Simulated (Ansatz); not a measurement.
A series of calculations on CH6N2SeSi

Part 1: Relaxation

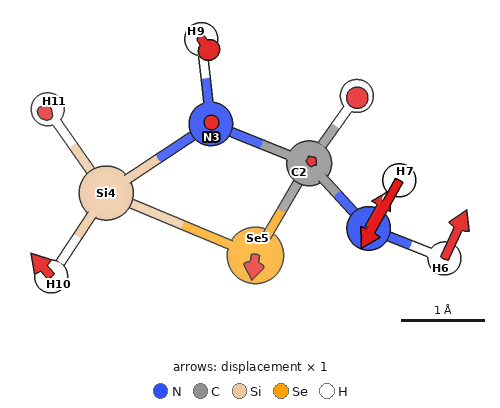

A relaxation of CH6N2SeSi. The starting structure is drawn; red arrows show the displacements, at their true length. The two geometries are superimposed by the best rigid fit.

The picture is a ball-and-stick view, seen at a tilt.

The run prepares an end point of a later path (inversion) calculation, from a guessed geometry.

These are results of RKS B3LYP/def2-SVP in Ansatz 0.2.0, not measurements. (no spin polarisation; force threshold 0.015 eV/Å; at most 40 steps)

### Describe the change and its energy.

The atom that moves furthest after the best rigid fit is an H atom (0.97 Å). By element the largest moves are H 0.97 Å, N 0.55 Å, Se 0.35 Å, C 0.13 Å, Si 0.08 Å. Some distances before and after: C–Se 1.999 → 2.153 Å, H–N 1.114 → 1.018 Å, N–Si 1.832 → 1.743 Å, H–Si 1.408 → 1.495 Å. Among the angles between lasting bonds that change: Si–N–H 108.3° → 134.5°, H–Si–H 122.7° → 106.6°, N–C–Se 105.2° → 96.7°. The energy falls by 96.7 kJ/mol in 20 geometry steps. The largest force component goes from 2.9 to 0.0086 eV/Å.

Part 2: Relaxation

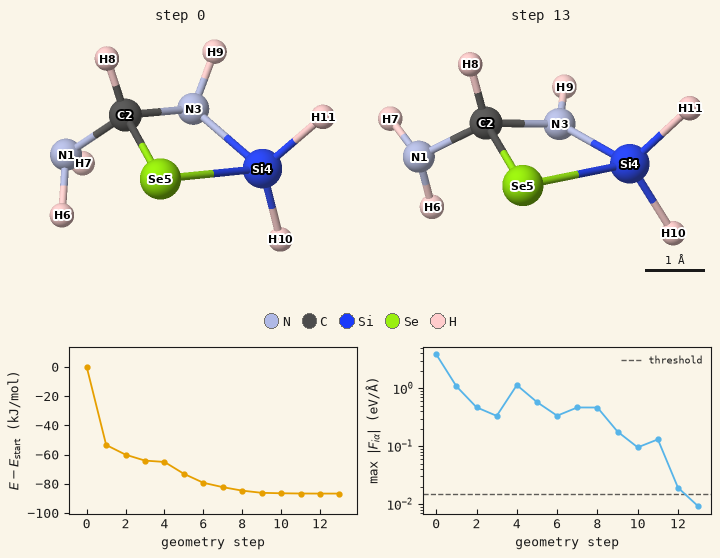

First and last geometry of a relaxation of CH6N2SeSi, with the history of the run. The picture is a ball-and-stick view, seen at a tilt.

The run prepares an end point of a later path (inversion) calculation, from a guessed geometry.

Level of theory: RKS B3LYP/def2-SVP in Ansatz 0.2.0.

Input
```yaml
crystal:
  periodic: [false, false, false]
  atoms:
    - { symbol: "N", position_ang: [-0.8914, 1.4361, 0.5301] }
    - { symbol: C, position_ang: [-0.7215, 0.1181, 0.0417] }
    - { symbol: "N", position_ang: [0.4002, -0.4729, 0.7343] }
    - { symbol: Si, position_ang: [1.5428, -0.711, -0.6777] }
    - { symbol: Se, position_ang: [-0.1945, 0.1426, -1.886] }
    - { symbol: H, position_ang: [-0.51941, 2.13781, -0.2504] }
    - { symbol: H, position_ang: [-0.25961, 1.61849, 1.33963] }
    - { symbol: H, position_ang: [-1.5996, -0.4767, 0.1715] }
    - { symbol: H, position_ang: [0.1616, -1.4094, 1.1245] }
    - { symbol: H, position_ang: [2.6542, 0.1514, -0.6114] }
    - { symbol: H, position_ang: [1.6712, -2.1501, -0.9292] }
basis:
  gaussian: { orbitals: def2-SVP }
hamiltonian:
  xc: b3lyp
relax:
  f_tol: 0.015
  max_steps: 40
```

Launched with:
```bash
ansatz run input.yaml --threads 2 --pin off --max-ram 3072MiB --backend cpu --events-out ev --progress --plain --runs-dir out
```

### What do the curves and the structures tell?

It converged. The atom that moves furthest after the best rigid fit is H7 (1.27 Å). Largest moves by element: H 1.27 Å, N 0.30 Å, Si 0.25 Å, C 0.14 Å, Se 0.14 Å. Near-neighbour distances that change, for instance: N1–H6 1.114 → 1.019 Å, N3–Si4 1.832 → 1.743 Å, Si4–H10 1.408 → 1.494 Å, C2–Se5 1.999 → 2.057 Å. Bond angles that change, for instance: Si4–N3–H9 108.3° → 131.4°, H10–Si4–H11 122.7° → 106.9°, N1–C2–N3 108.0° → 118.1°. Groups turn about N1–C2 by about 70°. After 13 geometry steps the energy has fallen by 86.6 kJ/mol. Largest force component: 3.8 eV/Å at the start, 0.0092 eV/Å at the end.

| step | E − E(0), kJ/mol | largest force component, eV/Å |
| --- | --- | --- |
| 0 | 0.00 | 3.8451 |
| 1 | -53.37 | 1.0806 |
| 2 | -60.01 | 0.4682 |
| 3 | -64.06 | 0.3329 |
| 4 | -64.97 | 1.1318 |
| 5 | -73.11 | 0.5763 |
| 6 | -79.24 | 0.3352 |
| 7 | -82.22 | 0.4655 |
| 8 | -84.61 | 0.4642 |
| 9 | -86.10 | 0.1780 |
| 10 | -86.41 | 0.0953 |
| 11 | -86.57 | 0.1307 |
| 12 | -86.62 | 0.0191 |
| 13 | -86.63 | 0.0092 |

Part 3: Path

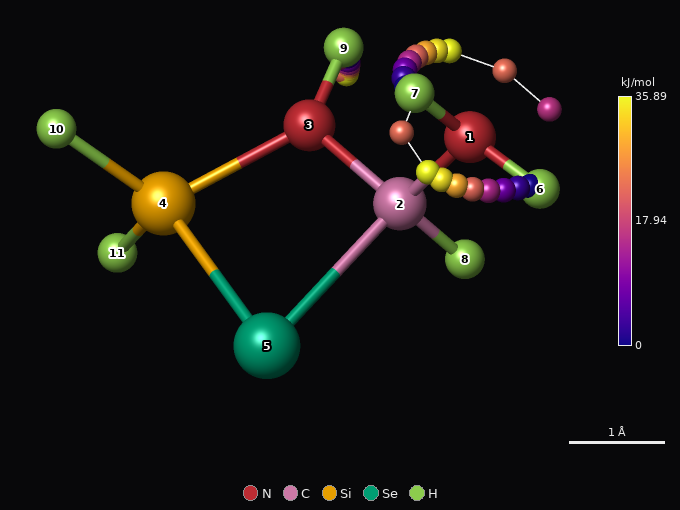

A nudged-elastic-band calculation for CH6N2SeSi. Images are numbered from 0 (start) to 10 (end). The start is drawn whole; smaller spheres mark the moving atoms (H) in the later images, joined by lines and coloured by the energy of the image relative to the start. Style: ball-and-stick. Shown at a tilt.

Theory: Ansatz 0.2.0, RKS B3LYP/def2-SVP. Run with 9 movable images; climbing image; force threshold 0.05 eV/Å; iteration limit 42; starting path through a guess of the saddle point.

Describe the path and its energy.

The motion is an umbrella inversion at N1. No bond forms or breaks between the ends. Among the angles between lasting bonds that change up to the highest image: N1–C2–Se5 118.6° → 113.0°, Si4–N3–H9 134.5° → 129.0°. Forward barrier 35.9 kJ/mol, backward barrier 20.0 kJ/mol, with image 8 at the top; the reaction energy is +15.9 kJ/mol. The band is converged.

Cost: 25 min on 2 threads of Arm Neoverse V1, on a shared host, peak memory 0.36 GiB.
